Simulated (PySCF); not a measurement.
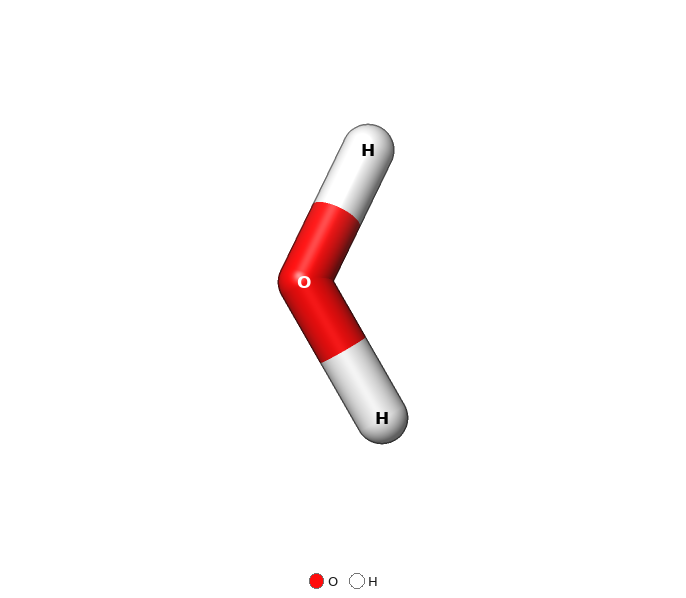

State: charge +1, doublet. Computed geometry: GFN2-xTB optimisation. No frequency run is at hand to confirm it as a minimum. Level of theory: UKS B3LYP, pcH-1 on H O, non-relativistic (PySCF 2.14.0).

Predict the main results.

The species is H2O(+) (`[OH2+]`).
- ⟨S²⟩ of the determinant: 0.753
- isotropic g value: 2.00908
